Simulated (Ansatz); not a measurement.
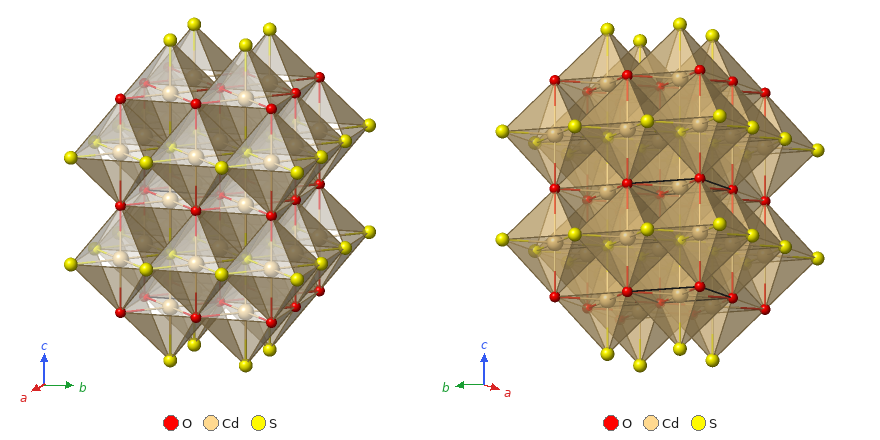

Polyhedra are drawn about Cd (bonds: Cd–O below 2.9 Å and Cd–S below 2.9 Å); other atoms are plain spheres. Two views of the same piece.

The compound is Cd₂SO (space group P4/mmm, No. 123), taken as the input geometry of an electronic-structure calculation (not necessarily at equilibrium); the starting structure was generated, so it need not be a known form of this composition.

Q: What figure surrounds each Cd atom, and what does it share with the other drawn polyhedra?

A: Cd(1b): CdO2S4 octahedron, sharing corners with six neighbours and edges with twelve neighbours; Cd(1c): CdO4S2 octahedron, sharing edges with twelve neighbours and corners with six neighbours.

Q: What is the connectivity of the polyhedra: isolated, groups, chains, layers or framework?

A: They form a three-dimensional framework of corner- and edge-sharing octahedra.
